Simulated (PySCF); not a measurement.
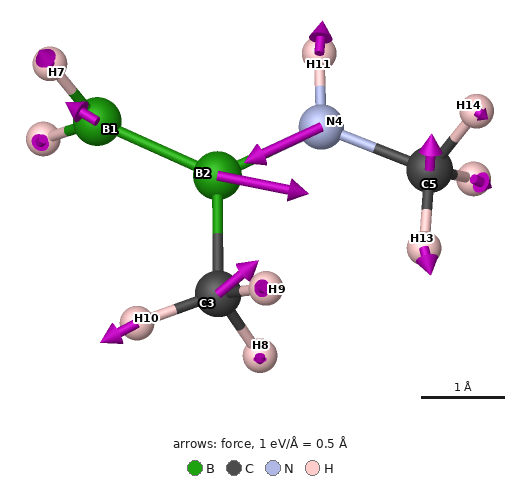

Starting geometry of C2H9B2N with the computed forces as purple arrows. Style: ball-and-stick. Shown at a tilt.

The start comes from GFN2-xTB. Its atoms were then displaced at random by about 0.01 Å.

These are results of PBE0-D3(BJ)/def2-SVP geometry optimisation, gas phase (PySCF), not measurements. 

Question: What follows when this structure is relaxed?

Answer: It isn't relaxed: the largest force vector, on a B atom, is 2.26 eV/Å. The final displacements have little in common with the starting forces (cosine between the two patterns 0.24). After 7 geometry steps the energy has fallen by 3.41 kcal/mol. The largest move after the best rigid fit is that of an H atom, 0.15 Å. By element the largest moves are H 0.15 Å, C 0.05 Å, B 0.04 Å, N 0.03 Å. Some distances before and after: B–B 1.617 → 1.684 Å, C–H 1.072 → 1.101 Å, B–N 1.429 → 1.402 Å, B–H 1.188 → 1.215 Å. Among the angles between lasting bonds that change: N–C–H 109.1° → 111.9°, H–B–H 112.2° → 114.9°, H–C–H 110.1° → 107.4°. The run took 30 s on 1 thread of Arm Neoverse V2 (shared host).
